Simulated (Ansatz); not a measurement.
Molecule: CH₇BGeO, SMILES B[O][GeH2][CH3], singlet.

Kohn-Sham orbital energies near the frontier, ωB97M-V/def2-TZVPP in the Ansatz code 0.2.0, at a PBE0-D4/def2-TZVP geometry (no frequency check), isolated molecule; empty levels in grey, levels within 0.03 eV side by side.

Where do the frontier orbitals lie?

Answer. HOMO at −10.25 eV, LUMO at 1.60 eV, 11.85 eV apart.

List the levels.

Answer.
```tsv
orbital	energy (eV)
LUMO+5	3.94
LUMO+4	3.53
LUMO+3	3.07
LUMO+2	2.33
LUMO+1	2.29
LUMO	1.60
HOMO	−10.25
HOMO−1	−11.45
HOMO−2	−11.53
HOMO−3	−13.29
HOMO−4	−13.54
HOMO−5	−13.77
HOMO−6	−14.47
HOMO−7	−14.83
HOMO−8	−15.98
HOMO−9	−18.74
```

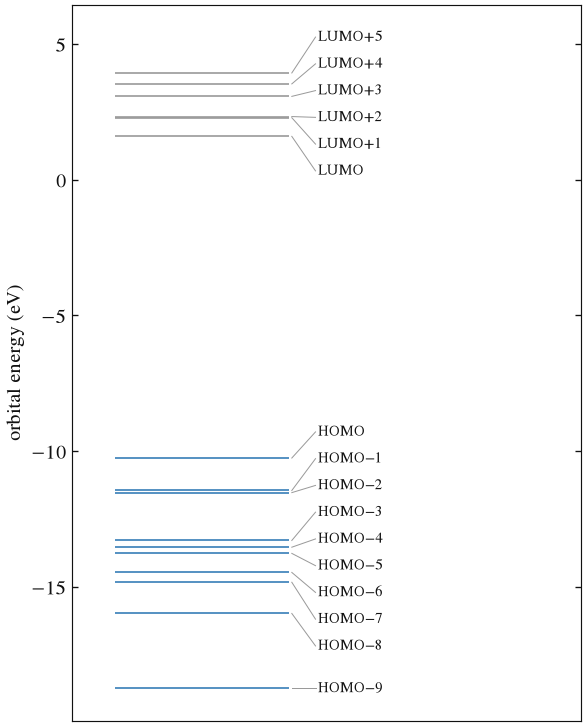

Known limits of this run: no scalar relativity up to krypton; one conformer of a flexible molecule; empty levels above zero depend strongly on the basis.
